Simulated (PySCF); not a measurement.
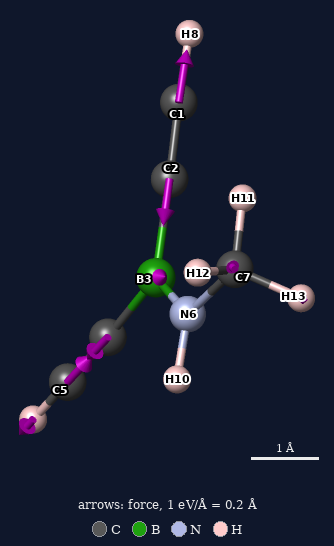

Starting geometry of C₅H₆BN with the computed forces as purple arrows. The picture is a ball-and-stick view, seen from a free direction.

The start comes from GFN2-xTB. Its atoms were then displaced at random by about 0.01 Å.

All numbers below come from PBE0-D3(BJ)/def2-SVP geometry optimisation, gas phase in PySCF. 

Q: What follows when this structure is relaxed?

A: It isn't relaxed: the largest force vector, on a C atom, is 4.15 eV/Å. The final displacements have little in common with the starting forces (cosine between the two patterns 0.29). An H atom moves most after the best rigid fit: 0.11 Å. Largest moves by element: H 0.11 Å, C 0.07 Å, B 0.02 Å, N 0.01 Å. Among the contacts that change: B–C 1.488 → 1.539 Å, C–H 1.029 → 1.076 Å, C–C 1.180 → 1.217 Å, B–C 1.518 → 1.539 Å. Among the angles between lasting bonds that change: B–C–C 176.0° → 179.9°, H–C–H 110.6° → 107.8°, C–N–H 112.4° → 114.9°. The energy falls by 0.211 eV in 6 geometry steps. Cost: 39 s on 1 thread of Arm Neoverse V2, on a shared host.
